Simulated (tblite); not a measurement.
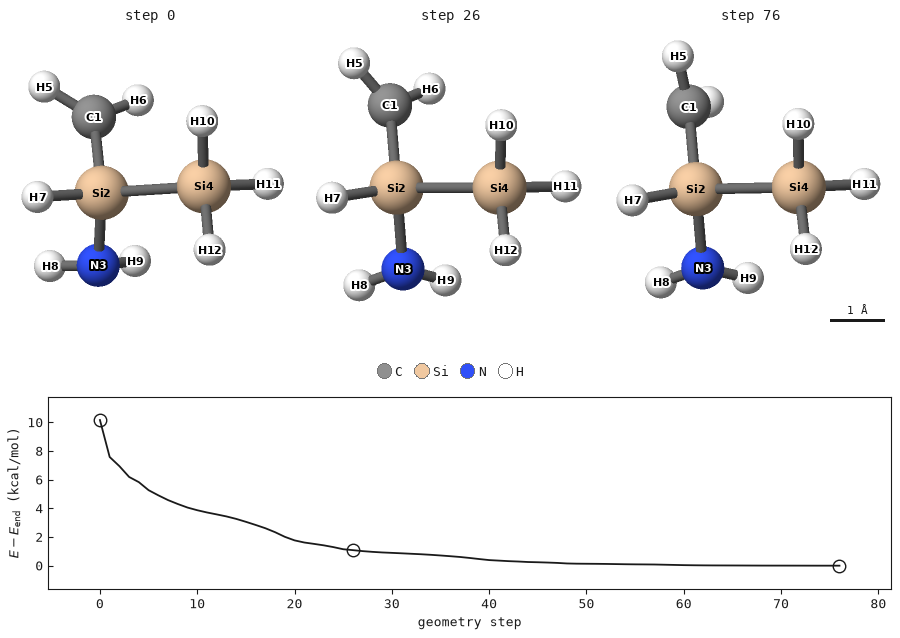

Frames of a relaxation of CH₈NSi₂ (multiplicity 2), marked on the history of the run. Style: ball-and-stick. Shown from a free direction.

All numbers below come from GFN2-xTB geometry optimisation, gas phase (tblite 0.8.0). 

What happens along the run?

After 76 geometry steps the energy has fallen by 10.2 kcal/mol. The atom that moves furthest after the best rigid fit is H5 (0.99 Å). By element the largest moves are H 0.99 Å, C 0.22 Å, Si 0.15 Å, N 0.11 Å. Among the contacts that change: C1–Si2 1.792 → 1.830 Å, Si2–N3 1.696 → 1.733 Å, Si4–H12 1.501 → 1.464 Å, Si4–H10 1.489 → 1.465 Å. Bond angles that change, for instance: C1–Si2–N3 106.2° → 117.2°, N3–Si2–Si4 114.2° → 104.1°, Si2–N3–H8 108.5° → 117.6°. Groups turn about C1–Si2 by about 55°. Cost: 0.22 s on 1 thread of AMD EPYC 9R45 96-Core Processor, on a shared host. From step 0 to 26: H5 moves most (0.56 Å), energy −9.08 kcal/mol. From step 26 to 76: H6 moves most (0.53 Å), energy −1.08 kcal/mol.

```
step  E − E(0), kcal/mol
   0                0.00
   1               -2.58
   2               -3.22
   3               -3.97
   4               -4.33
   5               -4.89
   6               -5.25
   7               -5.59
   8               -5.86
   9               -6.11
  10               -6.29
  13               -6.73
  17               -7.55
  20               -8.40
  24               -8.87
  27               -9.15
  31               -9.30
  34               -9.41
  38               -9.63
  41               -9.81
  45               -9.93
  48              -10.01
  52              -10.04
  55              -10.07
  59              -10.11
  62              -10.14
  66              -10.15
  69              -10.16
  73              -10.16
  76              -10.16
```
